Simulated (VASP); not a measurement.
Band structure of W (space group Im-3m). Level of theory: PBEsol GGA with spin-orbit coupling, VASP's PBE PAW potentials (set 64) (plane waves; VASP).

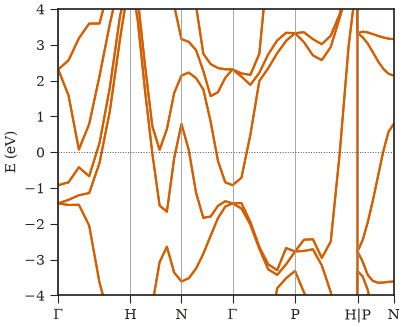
*Bands along high-symmetry lines, zero at the valence-band maximum or, without a gap, the Fermi level*

Q: Read the plot: is there a gap, and where are the band edges?

A: It has no gap at this level: it comes out as a metal or semimetal.

The structure comes from a measured W entry (Im-3m) of the Crystallography Open Database, whose conditions weren't checked. It was relaxed first.
